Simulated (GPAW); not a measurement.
**How the functional moves the magnetism of zigzag Mo chain, bond 2.672 A**

How far do the magnetic results of zigzag Mo chain, bond 2.672 A hang on the functional?

Main program and level: GPAW 26.7.0; several functionals; plane waves with GPAW's PAW setups, scalar-relativistic.

### 1. Set-up

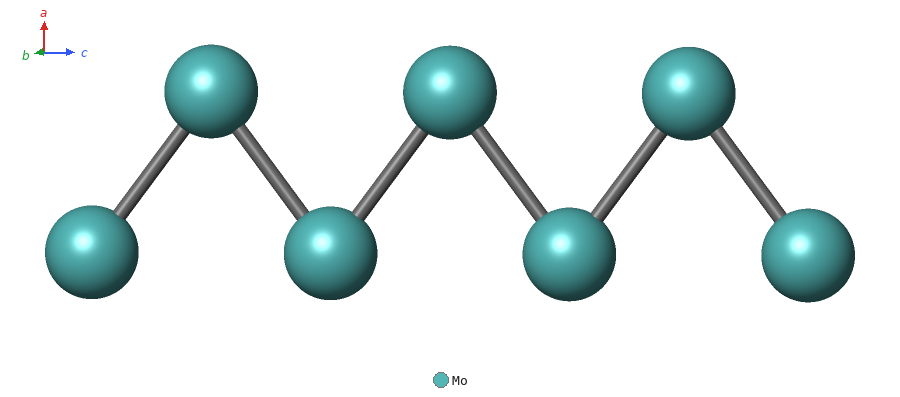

The starting structure, seen from the side, with the c axis across the page (molybdenum teal). 1×1×3 cells are drawn. Some periodic images of atoms are drawn too.

The cell holds 2 atoms: 2 Mo. Cell: a = 12.000 Å, b = 12.000 Å, c = 3.206 Å, α = 90.0°, β = 90.0°, γ = 90.0°. model lattice. Vacuum lies along a and b. The structure's axis is c.

### 2. Set 1 (LDA), start ferro ++

Each set takes another functional on the same cell and mesh.

Input file order1.py:

```python
import json
import numpy as np
from ase import Atoms
from ase.parallel import paropen, parprint
from gpaw import GPAW

atoms = Atoms(['Mo', 'Mo'],
    cell=[[12.0, 0.0, 0.0],
         [0.0, 12.0, 0.0],
         [0.0, 0.0, 3.2064]],
    scaled_positions=[[0.41093333, 0.5, 0.0],
         [0.58906667, 0.5, 0.5]],
    pbc=True,
    magmoms=[1.0, 1.0])
atoms.calc = GPAW(mode={'name': 'pw', 'ecut': 550},
    xc='LDA',
    kpts={'size': (1, 1, 8), 'gamma': True},
    occupations={'name': 'fermi-dirac', 'width': 0.05},
    convergence={'density': 1e-05, 'energy': 1e-05},
    maxiter=200,
    symmetry={'tolerance': 1e-4},
    txt='order1.txt')
e = atoms.get_potential_energy(force_consistent=True)
res = {'free_energy': e, 'energy_sigma0': atoms.get_potential_energy(), 'fermi_energy': atoms.calc.get_fermi_level()}
res['moments'] = atoms.get_magnetic_moments().tolist()
res['total'] = atoms.get_magnetic_moment()
parprint('site moments (muB):', np.round(res['moments'], 3))
parprint(f"total moment: {res['total']:.3f} muB")
parprint(f'free energy: {e:.6f} eV')
atoms.calc.write('order1.gpw')
with paropen('results.json', 'w') as f:
    json.dump(res, f)
```

Run with:

```sh
$ OMP_NUM_THREADS=1 python3 order1.py > order1.log
```

The program printed:

```text
site moments (muB): [0.159 0.159]
total moment: 0.474 muB
free energy: -14.819027 eV

--- order1.txt ---
Input parameters:
  mode=PW(ecut=550),
  convergence={'density': 1e-05, 'energy': 1e-05},
  kpts=MonkhorstPack(size=(1, 1, 8), gamma=True),
  maxiter=200,
  occupations=Occupations(name='fermi-dirac', width=0.05),
  symmetry=Symmetry(tolerance=0.0001),
  xc=XC(name='LDA')

Diagonalizing LCAO Hamiltonian
Converting LCAO to pw mode
        .----------------------------.
       /|                            |
      / |                            |
     /  |                            |
    /   .----------------------------.
   /   /                            /
  /   /               Mo           /
 *   /                            /
 |  /           Mo               /
 | /                            /
 |/                            /
 *----------------------------*

Atoms  # Å, Bohr magnetons
|   | symbol |        x |        y |        z |    initial magnetic moments |
|---|--------|----------|----------|----------|-----------------------------|
| 0 |     Mo | 4.931200 | 6.000000 | 0.000000 | ( 0.0000,  0.0000,  1.0000) |
| 1 |     Mo | 7.068800 | 6.000000 | 1.603200 | ( 0.0000,  0.0000,  1.0000) |

Unit cell  # Å
| periodic |         x |         y |        z |   lengths |    angles |
|----------|-----------|-----------|----------|-----------|-----------|
|      yes | 12.000000 |  0.000000 | 0.000000 | 12.000000 | 90.000000 |
|      yes |  0.000000 | 12.000000 | 0.000000 | 12.000000 | 90.000000 |
|      yes |  0.000000 |  0.000000 | 3.206400 |  3.206400 | 90.000000 |

Number of symmetries: 4

BZ-sampling:
  Number of BZ points: 8
  Number of IBZ points: 5

  Monkhorst-Pack size: [1, 1, 8]
  Monkhorst-Pack shift: [0.0, 0.0, 0.0625]

Plane wave coefficients: 13568
Cutoff: 550.0 eV

Spin-components: 2 (collinear spins)
Bands:           22
Projectors:      12
Spin-degeneracy: 1
Datatype:        complex128

Parallelization:
  kpt:    1
  domain: 1
  band:   1

Density:
  Valence electrons: 28.0
  Components: 2
  Grid points: [70 70 18]
  Charge: 0.0  # |e|

Potential:
  Grid points: [70 70 18]

[... setups left out ...]
Reference energy: -220039.626075  # eV

eigensolver:
  PPCG
  Converge bands: occupied
  niter=2

density mixing:
  MSR1-Mixer
  Pratt-step length: 0.05
  Maximum mixing coefficient: 0.75
  Old densities: 10
  SVD Regularization: 0.005
  Good broyden scale: 1.0
  Trust region scale: 1.0
  Backstep threshold: 4.0
  History deletion threshold: 6.0
  Fourier metric: weight=20.0, sigma=0.015

occupation numbers:
  Fermi-Dirac:
    width: 0.0500  # eV

poisson solver:
  ecut: 4400.0  # eV

xc functional:
  name: None

convergence criteria:
- Maximum integral of absolute [dens]ity change: 1e-05 electrons / valence electron
- Maximum [total energy] change in last 3 cyles: 1e-05 eV / valence electron
- Maximum integral of absolute [eigenst]ate change: 4e-08 eV^2 / valence electron
maximum number of iterations: 200

SCF iterations
|iter     |      energy | eigst |  dens |  magmom |
|---------|-------------|-------|-------|---------|
|iter:   1|       0s |  -17.087970 | +0.30 |       |  +1.9805|
|iter:   2|       2s |  -16.490758 | -1.29 | -0.83 |  +1.9395|
|iter:   3|       4s |  -15.082198 | -0.18 | -0.87 |  +1.4720|
|iter:   4|       6s |  -14.819469 | -0.98 | -1.12 |  +1.2578|
|iter:   5|       8s |  -14.770559 | -2.34 | -1.37 |  +1.0982|
|iter:   6|       9s |  -14.785349 | -2.96 | -1.70 |  +0.7897|
|iter:   7|      11s |  -14.785406 | -3.29 | -1.98 |  +0.6400|
|iter:   8|      13s |  -14.785890 | -4.71 | -2.47 |  +0.5829|
|iter:   9|      14s |  -14.786064 | -5.04 | -2.76 |  +0.5326|
|iter:  10|      16s |  -14.786401 | -5.12 | -2.79 |  +0.5243|
[... 21 iterations left out ...]
|iter:  32|      45s |  -14.785813c| -9.46c| -4.79 |  +0.4740|
|iter:  33|      46s |  -14.785813c| -8.64c| -4.76 |  +0.4740|
|iter:  34|      47s |  -14.785813c| -8.53c| -4.31 |  +0.4740|
|iter:  35|      48s |  -14.785813c| -8.98c| -4.49 |  +0.4740|
|iter:  36|      49s |  -14.785813c| -9.47c| -4.66 |  +0.4740|
|iter:  37|      49s |  -14.785813c| -9.30c| -4.75 |  +0.4740|
|iter:  38|      50s |  -14.785813c| -9.38c| -4.87 |  +0.4740|
|iter:  39|      51s |  -14.785813c|-10.06c| -4.92 |  +0.4740|
|iter:  40|      52s |  -14.785813c|-10.21c| -4.95 |  +0.4740|
|iter:  41|      53s |  -14.785813c|-10.24c| -5.00c|  +0.4741|

Converged in 41 steps
Energy contributions relative to reference atoms: (reference = -220039.626075)

Energy contributions:
  Kinetic:         -53.626143
  Coulomb:          40.883596
  Zero:             -0.544471
  External:          0.000000
  Xc:               -1.465581
  Entropy:          -0.066427
  Spinorbit:         0.000000
  ----------------------------
  Free energy:     -14.819027
  Extrapolated:    -14.785813

dipole moment: (0.000001, 0.000003, -11.938828)  # |e|*Ang

Total magnetic moment: (0.000000, 0.000000, 0.474072)

Local magnetic moments
|        x |        y |        z |
|----------|----------|----------|
| 0.000000 | 0.000000 | 0.159431 |  # Mo   0
| 0.000000 | 0.000000 | 0.159216 |  # Mo   1

Fermi level: -2.830
Eigenvalues  # (at kpt = [0.000, 0.000, 0.000])
| band index |      eig [eV] | occ [0-1] |      eig [eV] | occ [0-1] |
|------------|---------------|-----------|---------------|-----------|
|          0 |       -64.078 |     1.000 |       -63.976 |     1.000 |
|        ... |               |           |               |           |
|          6 |       -37.845 |     1.000 |       -37.760 |     1.000 |
|          7 |       -37.819 |     1.000 |       -37.696 |     1.000 |
|          8 |        -6.257 |     1.000 |        -6.174 |     1.000 |
|          9 |        -5.920 |     1.000 |        -5.822 |     1.000 |
|         10 |        -4.426 |     1.000 |        -4.331 |     1.000 |
|         11 |        -4.048 |     1.000 |        -3.905 |     1.000 |
|         12 |        -4.000 |     1.000 |        -3.890 |     1.000 |
|         13 |        -3.007 |     0.972 |        -2.892 |     0.773 |
|         14 |        -2.749 |     0.163 |        -2.628 |     0.017 |
|         15 |        -2.727 |     0.112 |        -2.625 |     0.016 |
|         16 |        -2.684 |     0.051 |        -2.580 |     0.007 |
|         17 |        -2.679 |     0.046 |        -2.517 |     0.002 |
|         18 |        -1.747 |     0.000 |        -1.643 |     0.000 |
|         19 |        -1.502 |     0.000 |        -1.422 |     0.000 |
|         20 |        -0.522 |     0.000 |        -0.426 |     0.000 |
|         21 |        -0.483 |     0.000 |        -0.403 |     0.000 |

No gap
No difference between direct/indirect transitions
```

Run time: 57 s. Hardware: 1 MPI rank of AMD EPYC 9R45, shared host; peak memory 0.41 GiB.

Spin moment in the augmentation sphere by atom:

```
atom  spin moment in the augmentation sphere (μB)
 Mo1                                        0.159
 Mo2                                        0.159
```

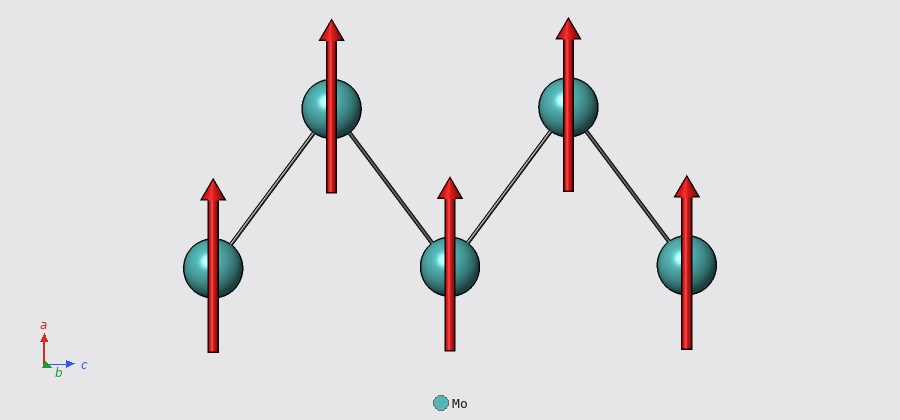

Spin moment in the augmentation sphere as arrows, the longest 0.159 μB. Up and down stand for the sign. Arrows give size and sign along the axis of quantisation, drawn up and down the page. 1×1×2 cells are drawn. Some periodic images of atoms are drawn too.

This step gave:

```
magnetization : 0.4741 μB
final state   : ferromagnetic
```

After 41 cycles the largest moment stands at 0.159 μB.

### 3. Set 1 (LDA), start antiferro +-

The second start gives the energy difference between the two end states, the quantity that is followed from set to set.

order2.py is the script of step 2 with these lines changed:

```diff
@@ -13,3 +13,3 @@
     pbc=True,
-    magmoms=[1.0, 1.0])
+    magmoms=[1.0, -1.0])
 atoms.calc = GPAW(mode={'name': 'pw', 'ecut': 550},
@@ -21,3 +21,3 @@
     symmetry={'tolerance': 1e-4},
-    txt='order1.txt')
+    txt='order2.txt')
 e = atoms.get_potential_energy(force_consistent=True)
@@ -29,3 +29,3 @@
 parprint(f'free energy: {e:.6f} eV')
-atoms.calc.write('order1.gpw')
+atoms.calc.write('order2.gpw')
 with paropen('results.json', 'w') as f:
```

Run with:

```sh
$ OMP_NUM_THREADS=1 python3 order2.py > order2.log
```

The program printed:

```text
site moments (muB): [ 2.19 -2.19]
total moment: 0.000 muB
free energy: -15.283623 eV

--- order2.txt ---
Input parameters:
  mode=PW(ecut=550),
  convergence={'density': 1e-05, 'energy': 1e-05},
  kpts=MonkhorstPack(size=(1, 1, 8), gamma=True),
  maxiter=200,
  occupations=Occupations(name='fermi-dirac', width=0.05),
  symmetry=Symmetry(tolerance=0.0001),
  xc=XC(name='LDA')

Diagonalizing LCAO Hamiltonian
Converting LCAO to pw mode
        .----------------------------.
       /|                            |
      / |                            |
     /  |                            |
    /   .----------------------------.
   /   /                            /
  /   /               Mo           /
 *   /                            /
 |  /           Mo               /
 | /                            /
 |/                            /
 *----------------------------*

Atoms  # Å, Bohr magnetons
|   | symbol |        x |        y |        z |    initial magnetic moments |
|---|--------|----------|----------|----------|-----------------------------|
| 0 |     Mo | 4.931200 | 6.000000 | 0.000000 | ( 0.0000,  0.0000,  1.0000) |
| 1 |     Mo | 7.068800 | 6.000000 | 1.603200 | ( 0.0000,  0.0000, -1.0000) |

Number of symmetries: 4

BZ-sampling:
  Number of BZ points: 8
  Number of IBZ points: 5

  Monkhorst-Pack size: [1, 1, 8]
  Monkhorst-Pack shift: [0.0, 0.0, 0.0625]

Plane wave coefficients: 13568
Cutoff: 550.0 eV

Spin-components: 2 (collinear spins)
Bands:           21
Projectors:      12
Spin-degeneracy: 1
Datatype:        complex128

Parallelization:
  kpt:    1
  domain: 1
  band:   1

Density:
[...]
|iter:  15|      23s |  -15.276057c| -5.81 | -3.40 |  +0.0001|
|iter:  16|      25s |  -15.276072c| -7.05 | -3.90 |  +0.0000|
|iter:  17|      26s |  -15.276071c| -7.70c| -4.89 |  +0.0000|
|iter:  18|      27s |  -15.276071c| -8.01c| -5.08c|  +0.0000|

Converged in 18 steps
Energy contributions relative to reference atoms: (reference = -220039.626075)

Energy contributions:
  Kinetic:         -39.541118
  Coulomb:          30.282605
  Zero:             -0.663556
  External:          0.000000
  Xc:               -5.346450
  Entropy:          -0.015104
  Spinorbit:         0.000000
  ----------------------------
  Free energy:     -15.283623
  Extrapolated:    -15.276071

dipole moment: (0.000002, 0.000003, -11.902503)  # |e|*Ang

Total magnetic moment: (0.000000, 0.000000, 0.000004)

Local magnetic moments
|        x |        y |         z |
|----------|----------|-----------|
| 0.000000 | 0.000000 |  2.190214 |  # Mo   0
| 0.000000 | 0.000000 | -2.190210 |  # Mo   1

Fermi level: -2.663
Eigenvalues  # (at kpt = [0.000, 0.000, 0.000])
| band index |      eig [eV] | occ [0-1] |      eig [eV] | occ [0-1] |
|------------|---------------|-----------|---------------|-----------|
|          0 |       -64.189 |     1.000 |       -64.189 |     1.000 |
|        ... |               |           |               |           |
|          7 |       -36.760 |     1.000 |       -36.760 |     1.000 |
|          8 |        -6.280 |     1.000 |        -6.280 |     1.000 |
|          9 |        -5.579 |     1.000 |        -5.579 |     1.000 |
|         10 |        -4.306 |     1.000 |        -4.306 |     1.000 |
[...]
|         17 |        -1.779 |     0.000 |        -1.779 |     0.000 |
|         18 |        -1.187 |     0.000 |        -1.187 |     0.000 |
|         19 |        -0.763 |     0.000 |        -0.763 |     0.000 |
|         20 |        -0.336 |     0.000 |        -0.030 |     0.000 |

No gap
No difference between direct/indirect transitions
```

It took 31 s on 1 MPI rank; peak memory 0.39 GiB.

Spin moment in the augmentation sphere by atom:

```
atom  spin moment in the augmentation sphere (μB)
 Mo1                                         2.19
 Mo2                                        -2.19
```

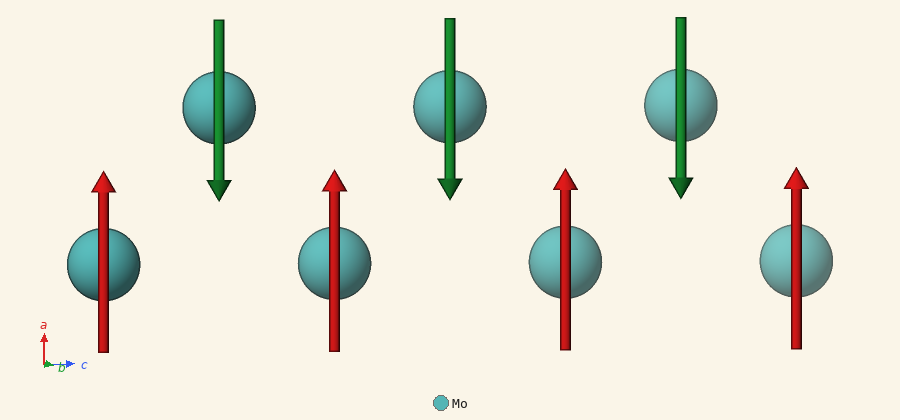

Spin moment in the augmentation sphere as arrows, the longest 2.19 μB. Up and down stand for the sign. Arrows give size and sign along the axis of quantisation, drawn up and down the page. The two directions have two colours. 1×1×3 cells are drawn. Some periodic images of atoms are drawn too.

This step gave:

- magnetization: 0 μB
- final state: antiferromagnetic

This start lies -232.3 meV a seeded atom from the first; its largest moment is 2.19 μB.

### 4. Set 2 (revPBE), start ferro ++

order1.py is the script of step 2 with these lines changed:

```diff
@@ -15,3 +15,3 @@
 atoms.calc = GPAW(mode={'name': 'pw', 'ecut': 550},
-    xc='LDA',
+    xc='revPBE',
     kpts={'size': (1, 1, 8), 'gamma': True},
```

Run with:

```sh
$ OMP_NUM_THREADS=1 python3 order1.py > order1.log
```

The program printed:

```text
site moments (muB): [0.401 0.401]
total moment: 1.259 muB
free energy: -13.382757 eV

--- order1.txt ---
Input parameters:
  mode=PW(ecut=550),
  convergence={'density': 1e-05, 'energy': 1e-05},
  kpts=MonkhorstPack(size=(1, 1, 8), gamma=True),
  maxiter=200,
  occupations=Occupations(name='fermi-dirac', width=0.05),
  symmetry=Symmetry(tolerance=0.0001),
  xc=XC(name='revPBE')

Diagonalizing LCAO Hamiltonian
[...]
|          8 |        -5.772 |     1.000 |        -5.661 |     1.000 |
|          9 |        -5.451 |     1.000 |        -5.329 |     1.000 |
[...]
|         18 |        -1.216 |     0.000 |        -1.061 |     0.000 |
|         19 |        -1.198 |     0.000 |        -0.784 |     0.000 |
|         20 |        -0.262 |     0.000 |        -0.151 |     0.000 |
|         21 |        -0.115 |     0.000 |         0.063 |     0.000 |

No gap
No difference between direct/indirect transitions


[key lines of the parts left out:]
Free energy:     -13.382757
Converged in 49 steps
dipole moment: (0.000003, 0.000003, -11.895294)  # |e|*Ang
Fermi level: -2.479
```

Elapsed: 86 s, on 1 MPI rank; peak memory 0.43 GiB.

Numbers from this step:

| Item | Value |
| --- | --- |
| magnetization | 1.259 μB |
| final state | ferromagnetic |
| largest moment | 0.4007 μB |

The largest moment moves by +0.24 μB from set 1, at 1.5 times its CPU time.

### 5. Set 2 (revPBE), start antiferro +-

order2.py is the script of step 3 with these lines changed:

```diff
@@ -15,3 +15,3 @@
 atoms.calc = GPAW(mode={'name': 'pw', 'ecut': 550},
-    xc='LDA',
+    xc='revPBE',
     kpts={'size': (1, 1, 8), 'gamma': True},
```

Run with:

```sh
$ OMP_NUM_THREADS=1 python3 order2.py > order2.log
```

The program printed:

```text
site moments (muB): [ 2.624 -2.624]
total moment: -0.000 muB
free energy: -14.440991 eV

--- order2.txt ---
Input parameters:
  mode=PW(ecut=550),
  convergence={'density': 1e-05, 'energy': 1e-05},
  kpts=MonkhorstPack(size=(1, 1, 8), gamma=True),
  maxiter=200,
  occupations=Occupations(name='fermi-dirac', width=0.05),
  symmetry=Symmetry(tolerance=0.0001),
  xc=XC(name='revPBE')

Diagonalizing LCAO Hamiltonian
[...]
|          9 |        -5.051 |     1.000 |        -5.051 |     1.000 |
|         10 |        -3.992 |     1.000 |        -3.991 |     1.000 |
[...]
|         17 |        -0.889 |     0.000 |        -0.889 |     0.000 |
|         18 |        -0.534 |     0.000 |        -0.534 |     0.000 |
|         19 |         0.006 |     0.000 |         0.006 |     0.000 |
|         20 |         0.176 |     0.000 |         0.176 |     0.000 |

No gap
No difference between direct/indirect transitions


[key lines of the parts left out:]
Free energy:     -14.440991
Converged in 18 steps
dipole moment: (-0.000004, 0.000003, -11.853383)  # |e|*Ang
Fermi level: -2.238
```

It took 33 s on 1 MPI rank; peak memory 0.42 GiB.

This step gave:

| Property | Result |
| --- | --- |
| magnetization | 0 μB |
| final state | antiferromagnetic |
| largest moment | 2.624 μB |

This start lies -529.1 meV a seeded atom from the first, a change of -296.8 meV since set 1; its largest moment is 2.62 μB.

### 6. Set 3 (PBE), start ferro ++

order1.py is the script of step 4 with these lines changed:

```diff
@@ -15,3 +15,3 @@
 atoms.calc = GPAW(mode={'name': 'pw', 'ecut': 550},
-    xc='revPBE',
+    xc='PBE',
     kpts={'size': (1, 1, 8), 'gamma': True},
```

Run with:

```sh
$ OMP_NUM_THREADS=1 python3 order1.py > order1.log
```

The program printed:

```text
site moments (muB): [0.381 0.382]
total moment: 1.234 muB
free energy: -13.799237 eV

--- order1.txt ---
Input parameters:
  mode=PW(ecut=550),
  convergence={'density': 1e-05, 'energy': 1e-05},
  kpts=MonkhorstPack(size=(1, 1, 8), gamma=True),
  maxiter=200,
  occupations=Occupations(name='fermi-dirac', width=0.05),
  symmetry=Symmetry(tolerance=0.0001),
  xc=XC(name='PBE')

Diagonalizing LCAO Hamiltonian
[...]
|          8 |        -5.917 |     1.000 |        -5.768 |     1.000 |
|          9 |        -5.583 |     1.000 |        -5.427 |     1.000 |
[...]
|         18 |        -1.337 |     0.000 |        -1.193 |     0.000 |
|         19 |        -1.324 |     0.000 |        -0.951 |     0.000 |
|         20 |        -0.338 |     0.000 |        -0.174 |     0.000 |
|         21 |        -0.239 |     0.000 |        -0.020 |     0.000 |

No gap
No difference between direct/indirect transitions


[key lines of the parts left out:]
Free energy:     -13.799237
Converged in 25 steps
dipole moment: (0.000001, 0.000003, -11.901161)  # |e|*Ang
Fermi level: -2.582
```

Wall time 47 s (1 MPI rank); peak memory 0.43 GiB.

Numbers from this step:

```yaml
magnetization: 1.234 μB
final_state: ferromagnetic
largest_moment: 0.3816 μB
```

The largest moment moves by -0.02 μB from set 2, at 0.55 times its CPU time.

### 7. Set 3 (PBE), start antiferro +-

order2.py is the script of step 5 with these lines changed:

```diff
@@ -15,3 +15,3 @@
 atoms.calc = GPAW(mode={'name': 'pw', 'ecut': 550},
-    xc='revPBE',
+    xc='PBE',
     kpts={'size': (1, 1, 8), 'gamma': True},
```

Run with:

```sh
$ OMP_NUM_THREADS=1 python3 order2.py > order2.log
```

The program printed:

```text
site moments (muB): [ 2.549 -2.549]
total moment: 0.000 muB
free energy: -14.723355 eV

--- order2.txt ---
Input parameters:
  mode=PW(ecut=550),
  convergence={'density': 1e-05, 'energy': 1e-05},
  kpts=MonkhorstPack(size=(1, 1, 8), gamma=True),
  maxiter=200,
  occupations=Occupations(name='fermi-dirac', width=0.05),
  symmetry=Symmetry(tolerance=0.0001),
  xc=XC(name='PBE')

Diagonalizing LCAO Hamiltonian
[...]
|          9 |        -5.181 |     1.000 |        -5.181 |     1.000 |
|         10 |        -4.069 |     1.000 |        -4.069 |     1.000 |
[...]
|         17 |        -1.104 |     0.000 |        -1.104 |     0.000 |
|         18 |        -0.704 |     0.000 |        -0.704 |     0.000 |
|         19 |        -0.057 |     0.000 |        -0.057 |     0.000 |
|         20 |        -0.028 |     0.000 |        -0.028 |     0.000 |

No gap
No difference between direct/indirect transitions


[key lines of the parts left out:]
Free energy:     -14.723355
Converged in 18 steps
dipole moment: (0.000004, 0.000003, -11.860323)  # |e|*Ang
Fermi level: -2.361
```

Wall time 33 s (1 MPI rank); peak memory 0.42 GiB.

This step gave:

* magnetization: 0 μB
* final state: antiferromagnetic
* largest moment: 2.549 μB

This start lies -462.1 meV a seeded atom from the first, a change of +67.1 meV since set 2; its largest moment is 2.55 μB.

(Continued in part 2 of 2.)

[Logs and program files are shortened in this print: banners, set-up blocks, solver, clock and traceback lines can be left out without a mark of their own.]

[Logs are printed without paths, hosts, clocks, repeated set-up lines and the standing remarks that a program may print on its own settings, such as how far it seeks lower states.]

[Hosts, paths, dates, database ids (printed as entryN), source tags and the programs' standing remarks are cut or masked in the printed files.]

[Where a cell is said to come from a database of computed structures, the database is the Materials Project.]
